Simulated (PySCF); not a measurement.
C3H12Si3 (SMILES [SiH3]C[C@H]1C[SiH2][SiH2]1)

The calculation's input:

```
{"job": {"kind": "uv", "xc": "B3LYP", "basis": "def2-SVPD", "nstates": 8, "ntriplets": 3}, "charge": 0, "multiplicity": 1}
Si    -2.725506     0.272010     0.181234
C     -1.123822    -0.592611     0.719116
C      0.138864     0.221862     0.465819
C      1.417902    -0.443934     1.040349
Si     2.704141     0.014297    -0.312037
Si     0.692937     0.512703    -1.363766
H     -2.849681     1.554295     0.880134
H     -3.870140    -0.579787     0.517251
H     -2.704959     0.510824    -1.263810
H     -1.036172    -1.555621     0.207707
H     -1.190562    -0.821962     1.788704
H      0.014894     1.195988     0.953122
H      1.281124    -1.526500     1.084979
H      1.633305    -0.121343     2.059034
H      3.599943     1.100074     0.106008
H      3.571247    -1.105809    -0.698560
H      0.331453     1.837773    -1.881687
H      0.106272    -0.465940    -2.289532
```

Run with:

```sh
OMP_NUM_THREADS=1 python probes_run.py task.json out
```

Geometry: GFN2-xTB.

Theory: B3LYP/def2-SVPD, SCF density, gas phase in PySCF 2.14.0.

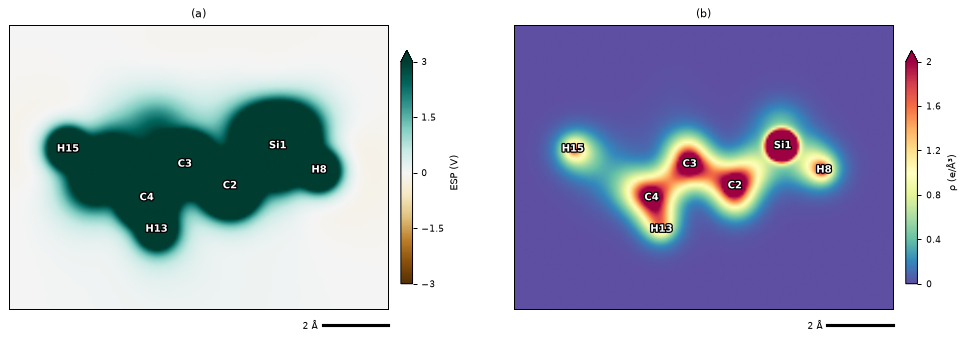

Figure 1. (a) electrostatic potential; (b) electron density on the plane of atoms C2, Si1 and H8.

What do the fields say about this system?

Answer. The plane passes through Si, C and H nuclei. C–C (1.52 Å): ρ is about 1.6 e/Å³ halfway. C–Si (1.90 Å): ρ is about 0.94 e/Å³ halfway. C–H (1.09 Å): the density is about 1.9 e/Å³ at the midpoint. Si–H (1.47 Å): ρ is about 0.79 e/Å³ halfway. The potential has no marked negative region in this plane.

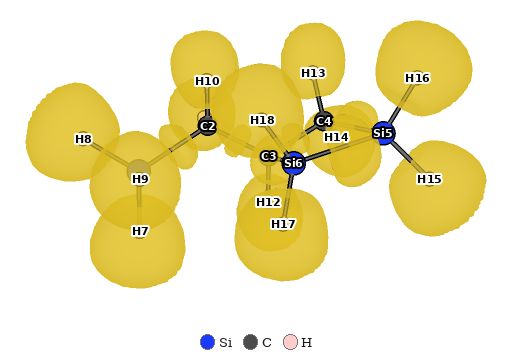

Figure 2. Isosurface of the ELF at 0.85 (yellow), seen at an oblique angle. Core shells and regions of very low density are left out.

Describe the localisation domains.

Answer. At this value the surface marks out two regions between bonded C–C atoms (shared pairs), three regions between bonded C–Si atoms (shared pairs), one region between bonded Si–Si atoms (shared pairs) and twelve regions around hydrogen nuclei. Profiles from the grid: C–C (1.52 Å): the ELF peaks at about 0.95 between the atoms: a shared electron pair. C–Si (1.90 Å): the ELF peaks at about 0.95 between the atoms; a covalent bond.

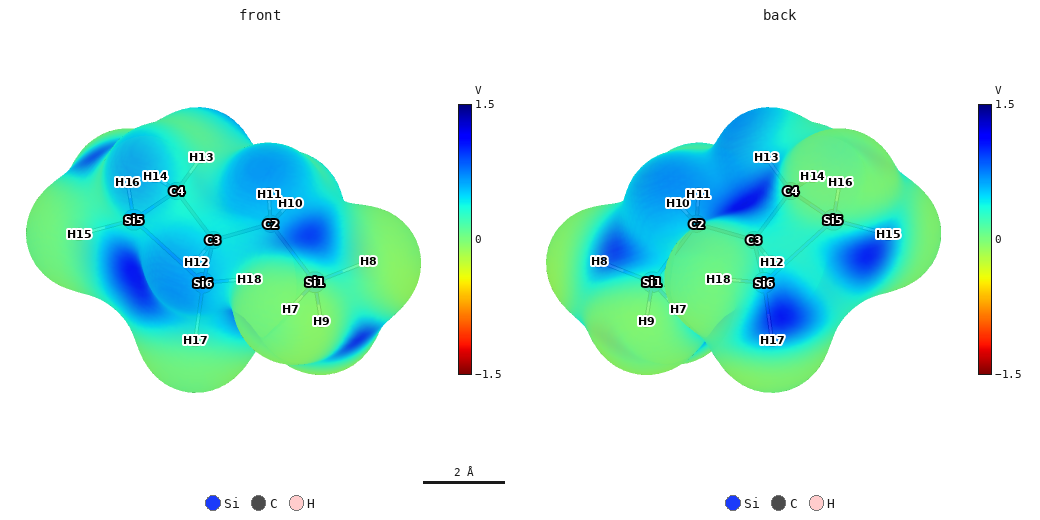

Figure 3. The electrostatic potential painted on the density surface at 0.002 e/bohr³, seen from the front and from behind; the colour scale runs from red (negative) to blue (positive).

Describe the electrostatic potential map.

Answer. The most negative region (about −0.1 V) lies over the H atoms, the most positive (about +1.1 V) over Si5 and Si6.
